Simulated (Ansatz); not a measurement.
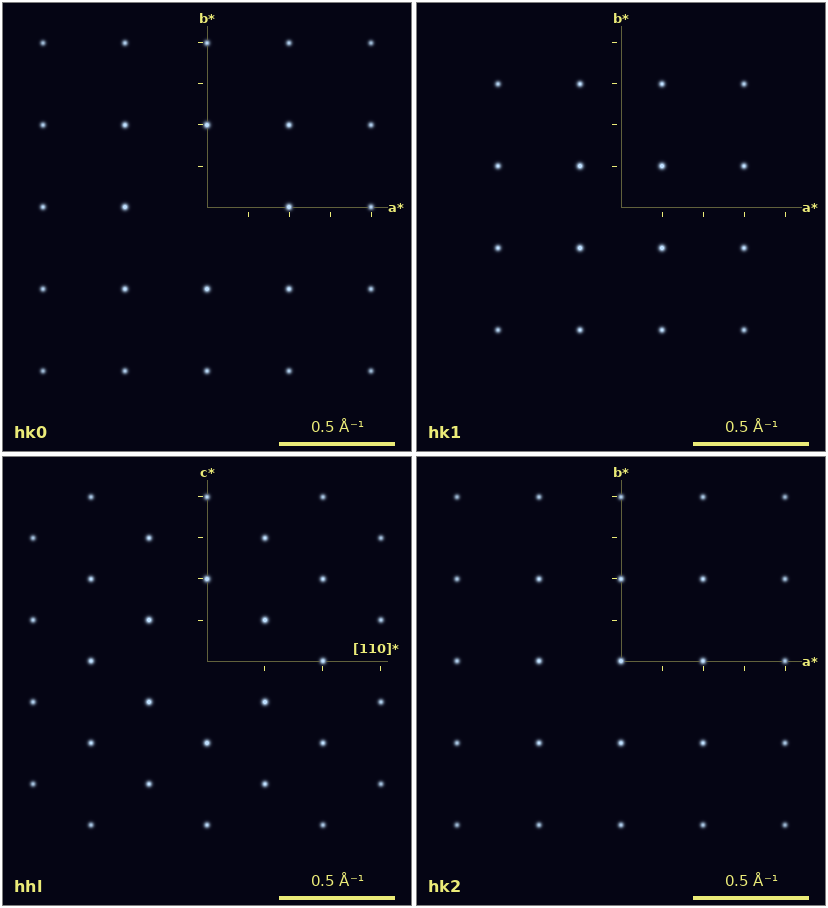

Four undistorted layers of reciprocal space, calculated for a single crystal (X-rays, kinematic |F|², B = 0.5 Å²). Tick marks count the reciprocal lattice steps of the conventional cell along each axis.

The compound is Ca. Structure: the input geometry of an electronic-structure calculation (not necessarily at equilibrium).

> Read the reciprocal cell and give the direct cell.

a* = 0.179, b* = 0.179, c* = 0.179 Å⁻¹; the cell is cubic with a = 5.58 Å.

> Which reflection conditions do the layers show?

Reflections are present only under these conditions. hkl: h + k = 2n, h + l = 2n; hk0: h = 2n, k = 2n; hhl: h + l = 2n; h00: h = 2n. The lattice is face-centred (F).

> Which space groups fit?

The intensities have Laue symmetry m-3m (the hk0 layer shows 4mm, hk1 shows 4mm). With these conditions the candidates are F432 (No. 209), F-43m (No. 216), Fm-3m (No. 225). Diffraction geometry alone does not choose among them; the structure has Fm-3m.
